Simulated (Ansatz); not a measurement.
**SiH2F2 (SiF2H2): B3LYP/STO-3G**

Aim: the energy change on altering one bond length of SiH2F2 (SiF2H2) at B3LYP/STO-3G, from 2 runs. 

Program for the calculation: Ansatz 0.2.0.

54 further runs of the same task are left out: 4 that didn't finish, 50 set aside as unsound or not needed.

### 1 The system as given

The species is SiH2F2 (5 atoms), meant as a singlet with charge 0. SMILES: `[H][Si]([H])(F)F`. The shape is that of a GFN2-xTB optimisation.

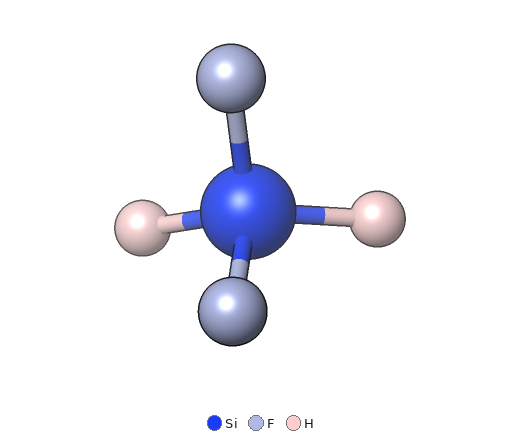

The structure, seen from a chosen angle (silicon blue, fluorine light blue, hydrogen pink).

### 2 The energy at B3LYP/STO-3G

Input file job.yaml:

```yaml
crystal:
  periodic: [false, false, false]
  atoms:
    - symbol: Si
      position_ang: [-0.091360, 0.000560, -0.064290]
    - symbol: F
      position_ang: [0.009240, -0.018840, 1.526500]
    - symbol: F
      position_ang: [1.436020, 0.010630, -0.519740]
    - symbol: H
      position_ang: [-0.680140, 1.257800, -0.455540]
    - symbol: H
      position_ang: [-0.673740, -1.250150, -0.486920]
basis:
  gaussian: {orbitals: STO-3G}
hamiltonian: {xc: {name: B3LYP}}
accuracy: high
```

On the command line:

```sh
$ ansatz run job.yaml --threads 1 --pin off --max-ram 2610MiB --events-out events.jsonl --progress --plain --runs-dir runs
```

Standard output:

```text
Warning: RAYON_NUM_THREADS=1 ignored (pool sized by the plan → 1); use --threads N
Functional definition: B3LYP
  name "B3LYP"
  parameter a0 = 0.2
  parameter ax = 0.72
  parameter ac = 0.81
  exchange = (1 - a0 - ax)*slater_x + ax*b88_x + a0*exact_x
  correlation = (1 - ac)*vwn_rpa_c + ac*lyp_c
387 factors; integrals over basis functions are off by at most 2.0e-8 eV
mean field evaluation 1: about -13171.4877 eV, gradient 2.4e1 eV
mean field evaluation 2: about -13171.8890 eV, gradient 2.3e1 eV
mean field evaluation 4: about -13173.6155 eV, gradient 1.8e-1 eV
mean field evaluation 8: about -13173.6048 eV, gradient 1.1e-3 eV
mean field evaluation 16: about -13173.6048 eV, gradient 4.8e-9 eV
mean field -13173.60479168 eV, -484.1210467040 hartree, gradient 6.9e-9 eV, S^2 0.000000; 0 other end points of the search recorded, 0 dependent functions left out
reference -13173.60481388 eV, -484.1210475199 hartree; 17, 17 occupied and 4, 4 virtual orbitals, 387 factors
Total energy: -13173.60481388 eV, -484.1210475199 hartree
```

Wall time 1.4 s (1 thread of Arm Neoverse V1, shared host); peak memory 0.097 GiB.

### 3 The distorted shape at the same level

Input file input.yaml:

```yaml
crystal:
  periodic: [false, false, false]
  atoms:
    - {symbol: Si, position_ang: [-0.116510, 0.005410, -0.461980]}
    - {symbol: F, position_ang: [0.009240, -0.018840, 1.526500]}
    - {symbol: F, position_ang: [1.410870, 0.015480, -0.917430]}
    - {symbol: H, position_ang: [-0.705290, 1.262650, -0.853230]}
    - {symbol: H, position_ang: [-0.698890, -1.245300, -0.884610]}
basis:
  gaussian:
    orbitals: STO-3G
accuracy: high
hamiltonian:
  xc: {name: B3LYP}
```

On the command line:

```sh
$ ansatz run input.yaml --threads 1 --pin off --max-ram 2610MiB --events-out events.jsonl --progress --plain --runs-dir runs
```

Standard output (excerpt; [...] marks lines left out):

```text
Warning: RAYON_NUM_THREADS=1 ignored (pool sized by the plan → 1); use --threads N
[... 7 set-up lines as earlier in the session ...]
379 factors; integrals over basis functions are off by at most 2.3e-8 eV
mean field evaluation 1: about -13168.9102 eV, gradient 2.8e1 eV
mean field evaluation 2: about -13162.4537 eV, gradient 5.3e1 eV
mean field evaluation 4: about -13172.3811 eV, gradient 3.5e0 eV
mean field evaluation 8: about -13172.4064 eV, gradient 2.1e-2 eV
mean field evaluation 16: about -13172.4064 eV, gradient 5.6e-8 eV
mean field -13172.40641899 eV, -484.0770073202 hartree, gradient 5.6e-8 eV, S^2 0.000000; 0 other end points of the search recorded, 0 dependent functions left out
reference -13172.40644133 eV, -484.0770081412 hartree; 17, 17 occupied and 4, 4 virtual orbitals, 379 factors
Total energy: -13172.40644133 eV, -484.0770081412 hartree
```

Wall time 1.3 s (1 thread of Arm Neoverse V1, shared host); peak memory 0.097 GiB.

### 4 What came out

At B3LYP/STO-3G:

| quantity | value |
| --- | --- |
| first shape: total energy | -484.12105 Eh |
| distorted shape: total energy | -484.07701 Eh |
| energy change with the Si1–F2 bond stretched from 1.594 to 1.993 Å | 1.198 eV |

With the Si1–F2 bond stretched from 1.594 to 1.993 Å the energy rises by 1.20 eV (28 kcal/mol). The first shape isn't relaxed at this level, so the change isn't measured from a minimum. The minimal basis adds a large error of its own.
